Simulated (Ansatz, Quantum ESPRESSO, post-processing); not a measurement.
# Work function of Os(0001), 4 layers, one monolayer of Na on top sites, part 5 of 6

Aim: the work function of each face of Os(0001), 4 layers, one monolayer of Na on top sites, and how it moves with functional, pseudopotentials and boundary condition.

Quantum ESPRESSO 7.5; plane-wave DFT, PBE, GBRV ultrasoft pseudopotentials; geometry and cross-check by Ansatz 0.2.0 with PAW datasets.

So far. Step 9 (Ground state: PBEsol, GBRV ultrasoft): The upper face goes from 3.754 eV (PBE, GBRV) to 3.800 eV, a change of +0.045 eV. Step 10 (Ground state: LDA, PseudoDojo norm-conserving): The upper face goes from 3.754 eV (PBE, GBRV) to 3.854 eV, a change of +0.100 eV.

## (11) Ground state: RPBE, GBRV ultrasoft

Level of this step: plane-wave DFT, RPBE, GBRV ultrasoft pseudopotentials made under PBE (Quantum ESPRESSO 7.5). input_dft overrides the functional of the files.

Contents of gbrv-rpbe.in:

```
&control
  prefix = 'gbrv-rpbe'
  outdir = './out'
  pseudo_dir = './pseudo'
  calculation = 'scf'
  tprnfor = .true.
/
&system
  ibrav = 0
  nat = 5
  ntyp = 2
  ecutwfc = 40
  ecutrho = 200
  input_dft = 'rpbe'
  occupations = 'smearing'
  smearing = 'mv'
  degauss = 0.02
  assume_isolated = 'esm'
  esm_bc = 'bc1'
/
&electrons
  conv_thr = 1e-07
  mixing_beta = 0.4
  electron_maxstep = 120
  mixing_mode = 'local-TF'
/
ATOMIC_SPECIES
  Os  190.2300  os_pbe_v1.2.uspp.F.UPF
  Na  22.9898  na_pbe_v1.5.uspp.F.UPF
CELL_PARAMETERS angstrom
  2.74000000001769 0.00000000000000 0.00000000000000
  1.37000000000884 2.37290960638468 0.00000000000000
  0.00000000000000 0.00000000000000 25.48969000000000
ATOMIC_POSITIONS crystal
  Os  0.666666666667 0.666666666667 -0.184211955095
  Os  0.000000000000 0.000000000000 -0.099345093295
  Os  0.666666666667 0.666666666667 -0.014283628926
  Os  -0.000000000000 0.000000000000 0.069027464669
  Na  -0.000000000000 0.000000000000 0.184211955095
K_POINTS automatic
  12 12 1 0 0 0
```

Launch:

```console
$ OMP_NUM_THREADS=1 mpirun -n 4 pw.x -nk 4 -in gbrv-rpbe.in > gbrv-rpbe.out
```

Output:

```text
[banner, memory and clock lines left out]
Program PWSCF v.7.5 starts
[citation notice left out]

[...]
Message from routine setup:
[...]
bravais-lattice index     =            0
     lattice parameter (alat)  =       5.1778  a.u.
     unit-cell volume          =    1118.3891 (a.u.)^3
     number of atoms/cell      =            5
     number of atomic types    =            2
     number of electrons       =        73.00
     number of Kohn-Sham states=           44
     kinetic-energy cutoff     =      40.0000  Ry
     charge density cutoff     =     200.0000  Ry
     scf convergence threshold =      1.0E-07
     mixing beta               =       0.4000
     number of iterations used =            8  local-TF  mixing
     Exchange-correlation= RPBE
                           (   1   4  44   4   0   0   0)

     Effective Screening Medium Method
     Boundary Conditions: Vacuum-Slab-Vacuum
     total charge in unit cell        =   0.0000
     grid points for fit at edges     =        4

[...]
PseudoPot. # 1 for Os read from file:
     ./pseudo/os_pbe_v1.2.uspp.F.UPF
     Pseudo is Ultrasoft + core correction, Zval = 16.0
     Generated by new atomic code, or converted to UPF format
     Using radial grid of  983 points,  8 beta functions with:
                l(1) =   0
                l(2) =   0
                l(3) =   1
                l(4) =   1
                l(5) =   2
                l(6) =   2
                l(7) =   3
                l(8) =   3
     Q(r) pseudized with  8 coefficients,  rinner =    1.150   1.150   1.150
                                                       1.150   1.150   1.150
                                                       1.150

     PseudoPot. # 2 for Na read from file:
     ./pseudo/na_pbe_v1.5.uspp.F.UPF
     Pseudo is Ultrasoft, Zval =  9.0
     Generated by new atomic code, or converted to UPF format
     Using radial grid of  819 points,  5 beta functions with:
                l(1) =   0
                l(2) =   0
                l(3) =   1
                l(4) =   1
                l(5) =   2
     Q(r) pseudized with  8 coefficients,  rinner =    1.250   1.250   1.250
                                                       1.250   1.250

     atomic species   valence    mass     pseudopotential
     Os               16.00   190.23000     Os( 1.00)
     Na                9.00    22.98980     Na( 1.00)

      6 Sym. Ops. (no inversion) found

[...]
number of k points=    19  Marzari-Vanderbilt smearing, width (Ry)=  0.0200
[...]
Dense  grid:    53443 G-vectors     FFT dimensions: (  24,  24, 225)

     Smooth grid:    38353 G-vectors     FFT dimensions: (  24,  24, 200)

     Initial potential from superposition of free atoms

     starting charge      70.9936, renormalised to      73.0000

     negative rho (up, down):  4.905E-01 0.000E+00
     Starting wfcs are   57 randomized atomic wfcs

     per-process dynamical memory:    71.1 Mb

     Self-consistent Calculation

     iteration #  1     ecut=    40.00 Ry     beta= 0.40
     Davidson diagonalization with overlap
     c_bands:  3 eigenvalues not converged
     c_bands:  2 eigenvalues not converged
     c_bands:  4 eigenvalues not converged
     ethr =  1.00E-02,  avg # of iterations = 14.1

     negative rho (up, down):  5.325E-01 0.000E+00

     total energy              =    -874.10424908 Ry
     estimated scf accuracy    <     704.63287941 Ry

     iteration #  2     ecut=    40.00 Ry     beta= 0.40
[...]
negative rho (up, down):  5.223E-01 0.000E+00

[...]
total energy              =    -886.74371007 Ry
     estimated scf accuracy    <      84.40393861 Ry

     iteration #  3     ecut=    40.00 Ry     beta= 0.40
[...]
negative rho (up, down):  5.115E-01 0.000E+00

[...]
total energy              =    -886.51894822 Ry
     estimated scf accuracy    <      27.70113064 Ry

     iteration #  4     ecut=    40.00 Ry     beta= 0.40
[...]
negative rho (up, down):  5.036E-01 0.000E+00

[...]
total energy              =    -889.52536901 Ry
     estimated scf accuracy    <      30.75037145 Ry

     iteration #  5     ecut=    40.00 Ry     beta= 0.40
[...]
negative rho (up, down):  4.889E-01 0.000E+00

[...]
total energy              =    -889.84119416 Ry
     estimated scf accuracy    <       3.54528846 Ry

     iteration #  6     ecut=    40.00 Ry     beta= 0.40
[...]
negative rho (up, down):  4.764E-01 0.000E+00

[...]
total energy              =    -890.05777847 Ry
     estimated scf accuracy    <       4.58623001 Ry

[...]
iteration # 39     ecut=    40.00 Ry     beta= 0.40
[...]
negative rho (up, down):  4.862E-01 0.000E+00

[...]
total energy              =    -889.71618111 Ry
     estimated scf accuracy    <       0.00000208 Ry

     iteration # 40     ecut=    40.00 Ry     beta= 0.40
[...]
negative rho (up, down):  4.862E-01 0.000E+00

[...]
total energy              =    -889.71610238 Ry
     estimated scf accuracy    <       0.00003846 Ry

     iteration # 41     ecut=    40.00 Ry     beta= 0.40
[...]
negative rho (up, down):  4.862E-01 0.000E+00

[...]
total energy              =    -889.71613578 Ry
     estimated scf accuracy    <       0.00000101 Ry

     iteration # 42     ecut=    40.00 Ry     beta= 0.40
[...]
negative rho (up, down):  4.862E-01 0.000E+00

[...]
End of self-consistent calculation

          k = 0.0000 0.0000 0.0000 (  4765 PWs)   bands (ev):

   -91.3651 -91.3099 -90.9006 -90.8767 -58.1230 -51.1195 -50.6860 -50.3678
   -50.3678 -50.2829 -50.2829 -50.1837 -50.0543 -49.8629 -49.8629 -49.8207
   -49.8207 -29.9522 -29.8464 -29.8464 -14.8551 -13.3192 -12.1007 -11.9676
    -8.4134  -7.7596  -7.7596  -7.5573  -7.5563  -7.5563  -7.4907  -6.8482
    -6.8482  -6.7000  -6.7000  -6.6730  -5.3695  -5.3144  -5.3144  -4.3898
    -4.0781  -4.0781  -3.0599  -3.0575

          k = 0.0000 0.0962 0.0000 (  4747 PWs)   bands (ev):

   -91.3604 -91.3068 -90.8970 -90.8732 -58.1187 -51.1024 -50.6907 -50.4054
   -50.3824 -50.3527 -50.2929 -50.1609 -50.0634 -49.9076 -49.8740 -49.8667
   -49.8319 -29.9468 -29.8773 -29.8528 -14.5824 -13.0564 -11.8363 -11.6934
    -8.4588  -8.0033  -7.8919  -7.7771  -7.5480  -7.3926  -7.3715  -6.9958
    -6.8230  -6.6666  -6.5630  -6.5037  -5.6363  -5.3897  -5.3415  -4.9663
    -4.1563  -3.9932  -3.0680  -2.7514

[...]
the Fermi energy is    -4.4751 ev

!    total energy              =    -889.71604031 Ry
     estimated scf accuracy    <       0.00000009 Ry
     smearing contrib. (-TS)   =      -0.00052648 Ry
     internal energy E=F+TS    =    -889.71551382 Ry

     The total energy is F=E-TS. E is the sum of the following terms:
     one-electron contribution =   18934.34472011 Ry
     hartree contribution      =   -9494.49952981 Ry
     xc contribution           =    -164.37002533 Ry
     ewald contribution        =  -10165.19067879 Ry

     convergence has been achieved in  42 iterations

     negative rho (up, down):  4.862E-01 0.000E+00

     Forces acting on atoms (cartesian axes, Ry/au):

     atom    1 type  1   force =    -0.00000000   -0.00000000    0.01253475
     atom    2 type  1   force =    -0.00000000   -0.00000000   -0.01707274
     atom    3 type  1   force =     0.00000000    0.00000000   -0.00166560
     atom    4 type  1   force =     0.00000000    0.00000000    0.00253765
     atom    5 type  2   force =     0.00000000    0.00000000    0.00326765

     Total force =     0.021645     Total SCF correction =     0.002207
     SCF correction compared to forces is large: reduce conv_thr to get better values

[...]
```

It took 1.9 min on 4 MPI ranks of Arm Neoverse V2, shared host; peak memory 0.91 GiB; 7.8 min of CPU time.

This step gave:

- free energy: -12105.2034 eV
- Fermi energy: -4.475 eV
- vacuum line at the lower end of the cell, over the Fermi level: 5.236 eV
- vacuum line at the upper end of the cell, over the Fermi level: 3.714 eV

The potential energy, planar mean oscillates, so the rows of the table below give means over windows of 2.16 Å about each position, cut where the curve ends. Its maxima inside the range that stand out by 2 % of the span (Å: eV): -4.6: -10.8, -3.6: -2.84, -2.5: -11.3, -1.5: -3.05, -0.3: -11.3, 0.7: -3.36, 1.8: -10.8, 3.3: 2.10, 4.6: 42.6. Its minima: -5.1: -13.8, -4.3: -14.1, -3.0: -14.6, -2.1: -14.5, -0.8: -14.6, 0.0: -14.5, 1.4: -14.2, 2.1: -13.9, 4.0: -1.00, 5.4: -1.89.

Electrostatic potential energy of an electron; zero at the Fermi level. The potential energy, planar mean by z; means over each step:

```tsv
z (Å)	potential energy, planar mean (eV)
-11.61	5.24
-9.45	5.23
-7.29	4.95
-5.13	-7.66
-2.97	-9.93
-0.81	-10.0
1.35	-9.85
3.51	5.61
5.67	10.4
7.83	3.56
9.99	3.71
12.15	3.71
```

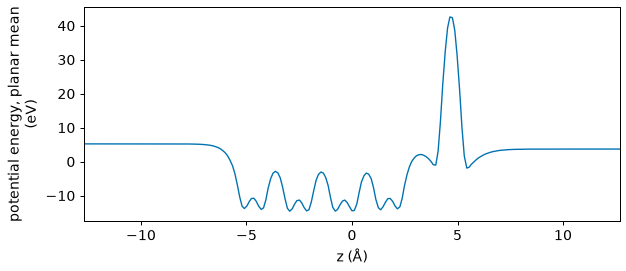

Potential energy, planar mean, plotted against z.

The upper face goes from 3.754 eV (PBE, GBRV) to 3.714 eV, a change of -0.040 eV.

## (12) Self-consistent run: no dipole correction

What happens without any correction? The same slab is run as a plain periodic cell.

Level of this step: plane-wave DFT, PBE, GBRV ultrasoft pseudopotentials (Quantum ESPRESSO 7.5).

Contents of nodip.in:

```
&control
  prefix = 'nodip'
  outdir = './out'
  pseudo_dir = './pseudo'
  calculation = 'scf'
  tprnfor = .true.
/
&system
  ibrav = 0
  nat = 5
  ntyp = 2
  ecutwfc = 40
  ecutrho = 200
  occupations = 'smearing'
  smearing = 'mv'
  degauss = 0.02
/
&electrons
  conv_thr = 1e-07
  mixing_beta = 0.4
  electron_maxstep = 120
  mixing_mode = 'local-TF'
/
ATOMIC_SPECIES
  Os  190.2300  os_pbe_v1.2.uspp.F.UPF
  Na  22.9898  na_pbe_v1.5.uspp.F.UPF
CELL_PARAMETERS angstrom
  2.74000000001769 0.00000000000000 0.00000000000000
  1.37000000000884 2.37290960638468 0.00000000000000
  0.00000000000000 0.00000000000000 25.48969000000000
ATOMIC_POSITIONS crystal
  Os  0.666666666667 0.666666666667 0.325621849500
  Os  0.000000000000 0.000000000000 0.410488711300
  Os  0.666666666667 0.666666666667 0.495550175669
  Os  -0.000000000000 0.000000000000 0.578861269264
  Na  -0.000000000000 0.000000000000 0.694045759689
K_POINTS automatic
  12 12 1 0 0 0
```

Launch:

```console
$ OMP_NUM_THREADS=1 mpirun -n 4 pw.x -nk 4 -in nodip.in > nodip.out
```

Output:

```text
[banner, memory and clock lines left out]
Program PWSCF v.7.5 starts
[citation notice left out]

[...]
Message from routine setup:
[...]
bravais-lattice index     =            0
     lattice parameter (alat)  =       5.1778  a.u.
     unit-cell volume          =    1118.3891 (a.u.)^3
     number of atoms/cell      =            5
     number of atomic types    =            2
     number of electrons       =        73.00
     number of Kohn-Sham states=           44
     kinetic-energy cutoff     =      40.0000  Ry
     charge density cutoff     =     200.0000  Ry
     scf convergence threshold =      1.0E-07
     mixing beta               =       0.4000
     number of iterations used =            8  local-TF  mixing
     Exchange-correlation=  SLA  PW   PBX  PBC
                           (   1   4   3   4   0   0   0)

[...]
PseudoPot. # 1 for Os read from file:
     ./pseudo/os_pbe_v1.2.uspp.F.UPF
     Pseudo is Ultrasoft + core correction, Zval = 16.0
     Generated by new atomic code, or converted to UPF format
     Using radial grid of  983 points,  8 beta functions with:
                l(1) =   0
                l(2) =   0
                l(3) =   1
                l(4) =   1
                l(5) =   2
                l(6) =   2
                l(7) =   3
                l(8) =   3
     Q(r) pseudized with  8 coefficients,  rinner =    1.150   1.150   1.150
                                                       1.150   1.150   1.150
                                                       1.150

     PseudoPot. # 2 for Na read from file:
     ./pseudo/na_pbe_v1.5.uspp.F.UPF
     Pseudo is Ultrasoft, Zval =  9.0
     Generated by new atomic code, or converted to UPF format
     Using radial grid of  819 points,  5 beta functions with:
                l(1) =   0
                l(2) =   0
                l(3) =   1
                l(4) =   1
                l(5) =   2
     Q(r) pseudized with  8 coefficients,  rinner =    1.250   1.250   1.250
                                                       1.250   1.250

     atomic species   valence    mass     pseudopotential
     Os               16.00   190.23000     Os( 1.00)
     Na                9.00    22.98980     Na( 1.00)

      6 Sym. Ops. (no inversion) found

[...]
number of k points=    19  Marzari-Vanderbilt smearing, width (Ry)=  0.0200
[...]
Dense  grid:    53443 G-vectors     FFT dimensions: (  24,  24, 225)

     Smooth grid:    38353 G-vectors     FFT dimensions: (  24,  24, 200)

     Initial potential from superposition of free atoms

     starting charge      70.9936, renormalised to      73.0000

     negative rho (up, down):  4.949E-01 0.000E+00
     Starting wfcs are   57 randomized atomic wfcs

     per-process dynamical memory:    71.1 Mb

     Self-consistent Calculation

     iteration #  1     ecut=    40.00 Ry     beta= 0.40
     Davidson diagonalization with overlap
     ethr =  1.00E-02,  avg # of iterations =  3.1

     negative rho (up, down):  4.827E-01 0.000E+00

     total energy              =    -890.72877016 Ry
     estimated scf accuracy    <     180.95533105 Ry

     iteration #  2     ecut=    40.00 Ry     beta= 0.40
[...]
negative rho (up, down):  4.956E-01 0.000E+00

[...]
total energy              =    -889.73597928 Ry
     estimated scf accuracy    <      50.68239543 Ry

     iteration #  3     ecut=    40.00 Ry     beta= 0.40
[...]
negative rho (up, down):  4.975E-01 0.000E+00

[...]
total energy              =    -890.43948755 Ry
     estimated scf accuracy    <       4.96626382 Ry

     iteration #  4     ecut=    40.00 Ry     beta= 0.40
[...]
negative rho (up, down):  5.193E-01 0.000E+00

[...]
total energy              =    -889.79578752 Ry
     estimated scf accuracy    <       4.17358390 Ry

     iteration #  5     ecut=    40.00 Ry     beta= 0.40
[...]
negative rho (up, down):  5.232E-01 0.000E+00

[...]
total energy              =    -889.76002972 Ry
     estimated scf accuracy    <       8.64528453 Ry

     iteration #  6     ecut=    40.00 Ry     beta= 0.40
[...]
negative rho (up, down):  5.163E-01 0.000E+00

[...]
total energy              =    -889.39680218 Ry
     estimated scf accuracy    <       2.00568921 Ry

[...]
iteration # 34     ecut=    40.00 Ry     beta= 0.40
[...]
negative rho (up, down):  4.904E-01 0.000E+00

[...]
total energy              =    -889.46092614 Ry
     estimated scf accuracy    <       0.00000497 Ry

     iteration # 35     ecut=    40.00 Ry     beta= 0.40
[...]
negative rho (up, down):  4.904E-01 0.000E+00

[...]
total energy              =    -889.46092627 Ry
     estimated scf accuracy    <       0.00000114 Ry

     iteration # 36     ecut=    40.00 Ry     beta= 0.40
[...]
negative rho (up, down):  4.904E-01 0.000E+00

[...]
total energy              =    -889.46092628 Ry
     estimated scf accuracy    <       0.00000039 Ry

     iteration # 37     ecut=    40.00 Ry     beta= 0.40
[...]
negative rho (up, down):  4.904E-01 0.000E+00

[...]
End of self-consistent calculation

          k = 0.0000 0.0000 0.0000 (  4765 PWs)   bands (ev):

   -79.7091 -79.6539 -79.2458 -79.2260 -46.4072 -39.4802 -39.0444 -38.7243
   -38.7243 -38.6388 -38.6388 -38.5397 -38.4098 -38.2190 -38.2190 -38.1812
   -38.1812 -18.2639 -18.1459 -18.1459  -3.2701  -1.7331  -0.5147  -0.3833
     3.1668   3.8261   3.8261   4.0297   4.0297   4.0303   4.0967   4.7388
     4.7388   4.8861   4.8861   4.9147   6.2475   6.2757   6.2757   7.1942
     7.5156   7.5156   8.5360   8.5360

          k = 0.0000 0.0962 0.0000 (  4747 PWs)   bands (ev):

   -79.7044 -79.6509 -79.2422 -79.2224 -46.4029 -39.4631 -39.0491 -38.7623
   -38.7390 -38.7090 -38.6489 -38.5167 -38.4189 -38.2639 -38.2301 -38.2273
   -38.1924 -18.2583 -18.1776 -18.1524  -2.9969  -1.4698  -0.2499  -0.1084
     3.1261   3.5822   3.6957   3.8077   4.0381   4.1935   4.2148   4.5911
     4.7645   4.9208   5.0252   5.0828   5.9593   6.2000   6.2657   6.6205
     7.4373   7.5985   8.5280   8.8940

[...]
the Fermi energy is     7.1165 ev

!    total energy              =    -889.46092636 Ry
     estimated scf accuracy    <       0.00000003 Ry
     smearing contrib. (-TS)   =      -0.00046626 Ry
     internal energy E=F+TS    =    -889.46046010 Ry

     The total energy is F=E-TS. E is the sum of the following terms:
     one-electron contribution =   -8206.24870949 Ry
     hartree contribution      =    4106.97215373 Ry
     xc contribution           =    -164.05487155 Ry
     ewald contribution        =    3373.87096721 Ry

     convergence has been achieved in  37 iterations

     negative rho (up, down):  4.904E-01 0.000E+00

     Forces acting on atoms (cartesian axes, Ry/au):

     atom    1 type  1   force =     0.00000000    0.00000000    0.01828585
     atom    2 type  1   force =     0.00000000    0.00000000   -0.01654377
     atom    3 type  1   force =     0.00000000    0.00000000   -0.00060579
     atom    4 type  1   force =     0.00000000    0.00000000   -0.00173823
     atom    5 type  2   force =     0.00000000    0.00000000    0.00060193

     Total force =     0.024735     Total SCF correction =     0.000774

[...]
```

Run time: 91 s. Hardware: 4 MPI ranks; peak memory 0.91 GiB; 6.1 min of CPU time.

## (13) Potential by pp.x

Contents of nodip.pot.in:

```
&inputpp
  prefix = 'nodip'
  outdir = './out'
  filplot = 'nodip.pot.dat'
  plot_num = 11
/
```

Launch:

```console
$ OMP_NUM_THREADS=1 mpirun -n 4 pp.x -in nodip.pot.in > nodip.pot.out
```

It took 0.99 s on 4 MPI ranks; peak memory 0.15 GiB.

The potential energy, planar mean oscillates, so the rows of the table below give means over windows of 2.15 Å about each position, cut where the curve ends. Its maxima inside the range that stand out by 2 % of the span (Å: eV): 8.3: -10.7, 9.4: -2.80, 10.4: -11.2, 11.6: -2.95, 12.6: -11.3, 13.7: -3.25, 14.7: -10.7, 16.2: 2.22, 17.7: 43.1. Its minima: 7.9: -13.7, 8.7: -14.0, 10.1: -14.4, 10.9: -14.5, 12.2: -14.5, 13.0: -14.5, 14.4: -14.0, 15.2: -13.8, 16.9: -0.943, 18.5: -1.88.

Electrostatic potential energy of an electron; zero at the Fermi level. Table of potential energy, planar mean by z; means over each step:

```tsv
z (Å)	potential energy, planar mean (eV)
1.07	4.65
3.22	4.93
5.37	5.10
7.52	-4.89
9.67	-9.78
11.82	-9.91
13.97	-9.95
16.12	-1.68
18.27	15.4
20.42	3.53
22.57	4.11
24.72	4.37
```

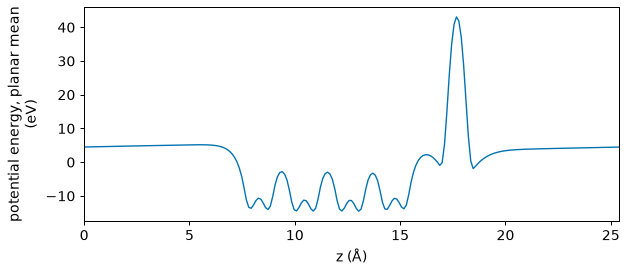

Potential energy, planar mean, plotted against z.

The vacuum now slopes by 135 meV/Å: the images' field stands in it, and it also polarises the slab.

## (14) All levels side by side

All levels:

```tsv
level	upper face (eV)	lower face (eV)	dipole (e Å)	CPU time (s)
QE PBE GBRV, sawtooth	3.756	5.38	0.05836	1462
QE PBE GBRV, ESM bc1	3.754	5.377	-	474.2
QE PBEsol GBRV ultrasoft, ESM bc1	3.8	5.5	-	639.9
QE LDA PseudoDojo norm-conserving, ESM bc1	3.854	5.708	-	807.1
QE RPBE GBRV ultrasoft, ESM bc1	3.714	5.236	-	465.5
QE PBE GBRV, periodic uncorrected (sloping vacuum, so no single level)	4.163	4.844	-	364.4
Ansatz PBE PAW, sawtooth (time of the whole relaxation)	3.744	5.36	0.05808	48.46
```

The times are CPU seconds on a shared host; the codes use unlike cutoffs, datasets and smearings, so their times compare unlike work.

(Continued in part 6 of 6.)

[Logs are printed without paths, hosts, clocks, repeated set-up lines and the standing remarks that a program may print on its own settings, such as how far it seeks lower states.]

[Hosts, paths, dates, database ids (printed as entryN), source tags and the programs' standing remarks are cut or masked in the printed files.]

[Maps of the electrostatic potential energy from Ansatz leave out the sawtooth potential of an applied field or a dipole correction, so their vacuum need not be flat; planar profiles and work functions include it.]
